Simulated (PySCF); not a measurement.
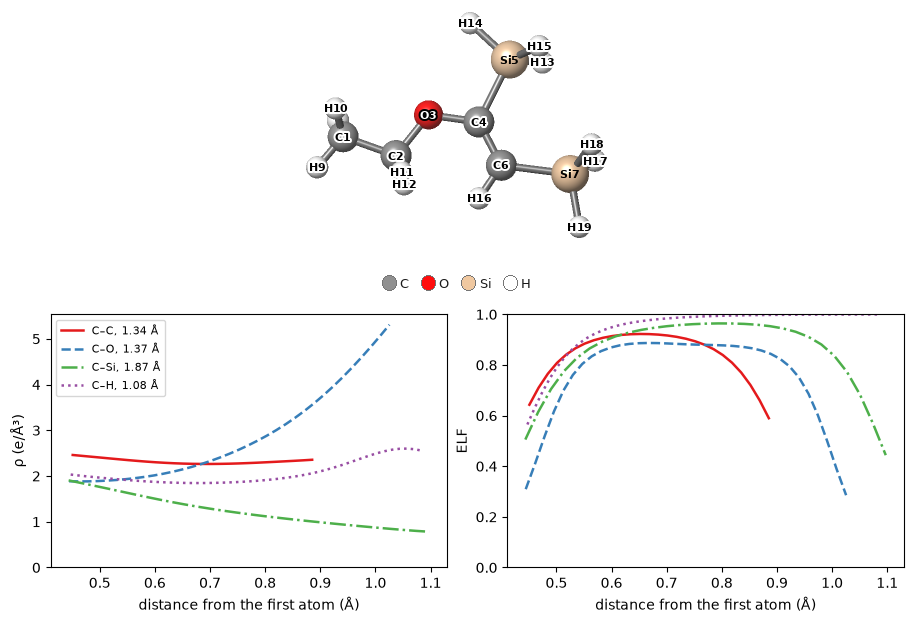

The picture shows: C4H12OSi2 (SMILES CCO/C([SiH3])=C/[SiH3]). Electron density and ELF along straight lines between neighbouring atoms. The curves leave out the atomic cores. The structure is drawn too.

Geometry: GFN2-xTB.

All numbers below come from PySCF 2.14.0, PBE0/def2-SVPD, SCF density, gas phase.

The calculation's input:

```
{"job": {"kind": "uv", "xc": "PBE0", "basis": "def2-SVPD", "nstates": 8, "ntriplets": 3}, "charge": 0, "multiplicity": 1}
C      3.223725    -0.036127     0.489988
C      1.871520    -0.443419    -0.073279
O      0.891454     0.405762     0.487451
C     -0.421195     0.246406     0.140198
Si    -1.421224     1.551482     1.082584
C     -0.895986    -0.667851    -0.710687
Si    -2.695391    -0.866047    -1.169925
H      3.218952    -0.132212     1.572629
H      4.002248    -0.672180     0.077758
H      3.435230     0.999176     0.235481
H      1.867446    -0.346342    -1.168773
H      1.649292    -1.489736     0.182157
H     -2.407544     0.888229     1.940065
H     -0.477490     2.324048     1.887849
H     -2.115962     2.420236     0.128476
H     -0.205135    -1.357339    -1.183028
H     -3.516714    -1.182160     0.003419
H     -3.224078     0.345393    -1.806181
H     -2.788951    -1.978068    -2.123643
```

Run with:

```sh
OMP_NUM_THREADS=1 python probes_run.py task.json out
```

Q: Compare the contacts.

A: C–C (1.34 Å): ρ is about 2.3 e/Å³ halfway; the ELF peaks at about 0.90 between the atoms (a short, multiple covalent bond).
C–O (1.37 Å): ρ at the midpoint is about 2.3 e/Å³, with its minimum of 1.9 e/Å³ about 0.5 Å from C; the ELF peaks at about 0.90 between the atoms; a shared but strongly polarised pair.
C–Si (1.87 Å): ρ at the midpoint is about 0.95 e/Å³; the ELF peaks at about 0.95 between the atoms: localised, covalent bonding.
C–H (1.08 Å): ρ is about 1.9 e/Å³ halfway; the ELF climbs to about 1 towards the hydrogen, as it does in any bond to H; an ordinary covalent bond to hydrogen.
